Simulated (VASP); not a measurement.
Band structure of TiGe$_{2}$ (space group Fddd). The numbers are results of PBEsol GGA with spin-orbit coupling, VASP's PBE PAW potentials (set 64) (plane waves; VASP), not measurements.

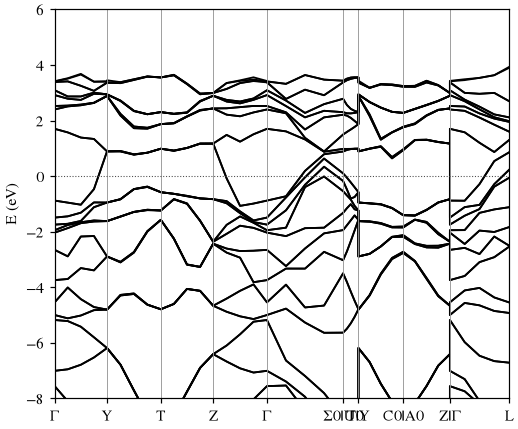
Bands along high-symmetry lines, zero at the valence-band maximum or, without a gap, the Fermi level

### Question
Read the plot: is there a gap, and where are the band edges?

### Answer
It has no gap at this level: it comes out as a metal or semimetal.

The structure comes from a measured TiGe2 entry (Fddd) of the Crystallography Open Database, whose conditions weren't checked. It was relaxed first.
